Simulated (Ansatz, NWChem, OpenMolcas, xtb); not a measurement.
**Errors in the dipole moment**

6 molecules of light elements (H to F); the dipole moment in D, computed less measured. Shapes, held fixed at every level: PBE0-D4/def2-TZVP. No vibrational averaging. Dipoles are compared by magnitude; molecules under 1 D, whose direction can flip, are left out. Programs: Ansatz 0.2.0, NWChem 7.3.0, OpenMolcas 26.06, xtb 6.7.1. A level may come from different programs for different species; with the same settings they agree closely. Measured values: NIST CCCBDB.

Levels: A = GFN2-xTB; B = HF/def2-SVP; C = B3LYP/6-31G* (Cartesian functions); D = PBE0/def2-SVP.

```
                    molecule  measured      A      B      C      D
      HF (hydrogen fluoride)      1.82  +0.70  +0.17  +0.02  +0.04
           H2CO (SMILES C=O)      2.33  +0.02  +0.40  -0.19  -0.14
            C2H2O (ethenone)      1.42  +0.47  +0.26  -0.01  -0.07
C2H2F2 (vinylidene fluoride)      1.38  +0.75  +0.08  -0.43  -0.31
             C3H6O (oxetane)      1.94  +0.20  +0.36  +0.01  +0.03
     C3H6O (propylene oxide)      2.01  +0.31  +0.37  -0.08  -0.04
```

Task: Which level does best on this set, which worst, and which err to one side?

Result: 
| level | kind | mean error | mean absolute error | worst case |
| --- | --- | --- | --- | --- |
| GFN2-xTB | semi-empirical | +0.408 | 0.408 | C2H2F2 |
| HF/def2-SVP | Hartree–Fock | +0.273 | 0.273 | H2CO |
| B3LYP/6-31G* (Cartesian functions) | global hybrid | -0.113 | 0.123 | C2H2F2 |
| PBE0/def2-SVP | global hybrid | -0.082 | 0.105 | C2H2F2 |

On this set PBE0/def2-SVP has the smallest mean absolute error and GFN2-xTB the largest. GFN2-xTB is too high in 6 of 6; HF/def2-SVP is too high in 6 of 6; B3LYP/6-31G* (Cartesian functions) is too low in 4 of 6; PBE0/def2-SVP is too low in 4 of 6. The levels differ in basis as well as in method. The smallest two are near a tie. The set is small.

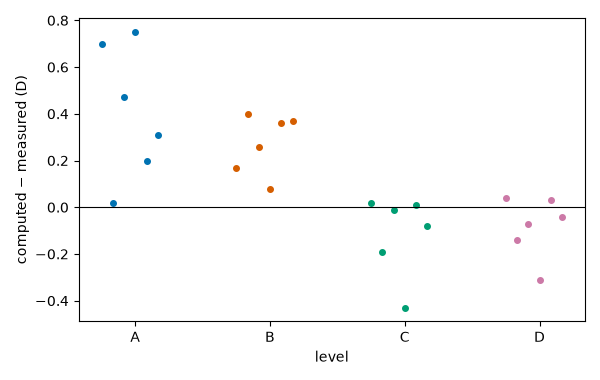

Errors of each level, one point a molecule.
